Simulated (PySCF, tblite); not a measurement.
**CH₁₂OSi₄: geometry, infrared bands and NMR shifts**

Aim: predict the infrared bands and NMR shifts of CH₁₂OSi₄ (`O[SiH2]C[SiH2][SiH2][SiH3]`).

The runs use tblite 0.8.0 and PySCF 2.14.0, with density-fitted response routines of our own; the level of theory stands in each step. All values are computed, except where a source is named. Atoms are numbered from 0 throughout.

### Step 1. The starting structure

18 atoms, charge 0, multiplicity 1; geometry from: force field or distance geometry start.

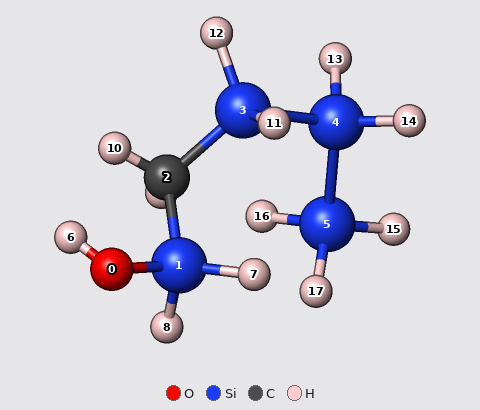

The starting geometry (oxygen red, silicon blue, carbon dark grey, hydrogen pink), atoms numbered.

### Step 2. Optimising the geometry with GFN2-xTB

The job: settings as JSON, then the geometry in Å.

```
{"job": {"kind": "relax", "xc": "GFN2-xTB", "basis": "xTB"}, "charge": 0, "multiplicity": 1}
O      3.621100     0.586700     0.331800
Si     1.940200     0.917600     0.129500
C      1.205600    -0.466800    -0.852500
Si     0.026200    -1.518400     0.113300
Si    -2.078200    -0.809400     0.057600
Si    -2.281400     1.205500    -0.873500
H      3.906700    -0.017000    -0.380700
H      1.270300     1.138100     1.428900
H      1.815500     2.153600    -0.639700
H      0.697900    -0.001000    -1.736000
H      1.968600    -1.153200    -1.276700
H      0.448100    -1.492000     1.536300
H      0.012900    -2.912100    -0.383500
H     -2.881800    -1.736200    -0.776200
H     -2.714100    -0.794800     1.383500
H     -3.691800     1.621900    -0.787200
H     -1.901300     1.085400    -2.272700
H     -1.373200     2.198400    -0.278600
```

Started as:

```console
OMP_NUM_THREADS=1 python probes_run.py task.json out
```

The driver reads the jobs from task.json and runs them one after another.

**Question.** This job is followed by: GFN2-xTB harmonic vibrations, gas phase; GIAO PBE0/pcSseg-1 NMR shielding, non-relativistic, gas phase. What will the session give for the following? strongest single infrared mode (GFN2-xTB); zero-point energy (GFN2-xTB); 13C shifts against TMS (PBE0/pcSseg-1); 1H shifts against TMS (PBE0/pcSseg-1, means over atoms taken as alike); 17O shifts against H2O (PBE0/pcSseg-1); 29Si shifts against TMS (PBE0/pcSseg-1).

**Answer**, as computed:

| quantity | value |
| --- | --- |
| strongest single infrared mode (GFN2-xTB) | 792 cm⁻¹, 616 km/mol |
| zero-point energy (GFN2-xTB) | 70.8 kcal/mol |
| 13C shifts against TMS (PBE0/pcSseg-1) | -3.4 ppm |
| 1H shifts against TMS (PBE0/pcSseg-1, means over atoms taken as alike) | 5.11, 4.19, 3.51, 3.49, 0.80, -0.03 ppm |
| 17O shifts against H2O (PBE0/pcSseg-1) | 22.6 ppm |
| 29Si shifts against TMS (PBE0/pcSseg-1) | -17.6, -76.9, -118.3, -134.9 ppm |

Over 173 steps the energy fell by 0.659 eV; of the close pairs, O0–Si1 changed most, 1.725 to 1.627 Å. The lowest mode is imaginary (27i cm⁻¹), so the xTB geometry is not a minimum. The strongest single mode, at 792 cm⁻¹, is spread over many atoms; the largest shares are those of H17, H16, H15. GFN2-xTB is a fitted tight-binding method: band positions and strengths are rough. Its intensities can rank the bands wrongly. At PBE0/pcSseg-1: The largest span, 100 ppm, is at Si1, where the paramagnetic term is -513 ppm.
